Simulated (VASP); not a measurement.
Band structure of MgTe (wurtzite). Method: PBE GGA, VASP's PBE PAW potentials (set 64) (plane waves; VASP).

Unless said otherwise, spin-orbit coupling is left out, though it shifts the bands of the heavy elements here.

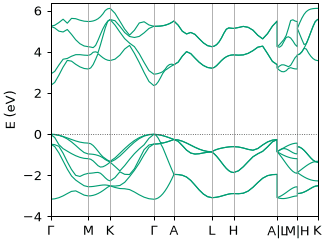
Bands along high-symmetry lines, zero at the valence-band maximum or, without a gap, the Fermi level

Read the plot: is there a gap, and where are the band edges?

The gap is direct, 2.36 eV, from the valence maximum at Γ to the conduction minimum at Γ. (Edges off the drawn lines would not show.)

The compound is MgTe in the wurtzite structure. It was relaxed first.
